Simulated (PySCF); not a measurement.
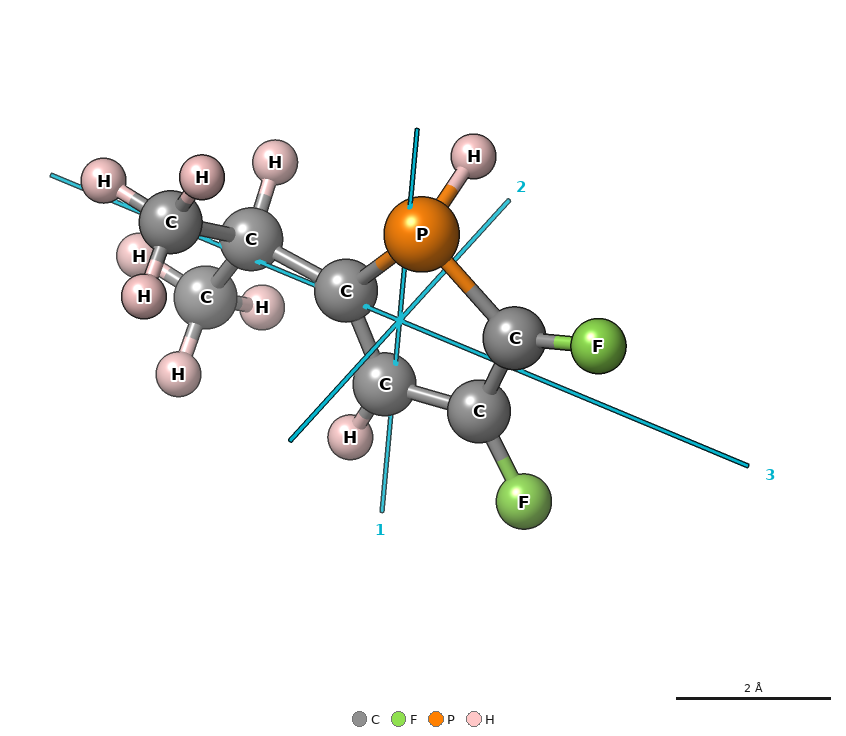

The three principal axes of inertia are drawn and numbered. Depth is shown by fading: the farther an atom, the more it takes the colour of the background. Computed geometry: PBE0-D3(BJ)/def2-SVP optimisation. No frequency run is at hand to confirm it as a minimum. Masses are those of the most abundant isotopes; constants are for the rigid equilibrium geometry.

Question: Which line is the a axis (least moment of inertia), which b and which c?

Answer: a is line 3, b is line 1, c is line 2; the moments are 252, 692, 894 u Å².

Question: What kind of rotor is it, and what are its rotational constants in GHz?

Answer: An asymmetric top (C1): A = 2.01, B = 0.731, C = 0.565 GHz. Ray's parameter κ is −0.77, nearer the prolate limit.
